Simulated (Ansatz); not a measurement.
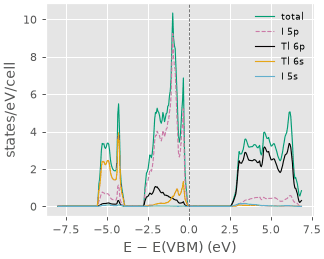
*Total and projected density of states of TlI in space group Cmcm (No. 63; Tl on 4c, I on 4c), the program Ansatz at the r²SCAN+D4 level (PAW)*

### Question
Which orbitals carry the states next to the gap?

### Answer
Top 1 eV of the valence band: I 5p 81 %, Tl 6s 13 %. Bottom 1 eV of the conduction band: Tl 6p 82 %, I 5p 7 %, I 5s 5 %. Projections are on Löwdin-orthogonalised atomic valence shells; empty p or d shells of many metals are not among them.

### Question
Where is the tallest occupied peak in this window, and what makes it?

### Answer
Near -1.0 eV, about 10 states/eV per cell; the largest projected share is I 5p.

The workflow started from a Materials Project entry (that database holds measured and hypothetical structures alike); the Crystallography Open Database files this formula in space group No. 63, but the cells were not matched. Its standing as an ambient phase is unchecked. The r²SCAN+D4 relaxation kept the symmetry of its start; whether a distortion lowers the energy is not shown. Scalar-relativistic: spin–orbit coupling is off unless named, which matters more the heavier the elements.

Potentials: the later of the program's two PAW sets.
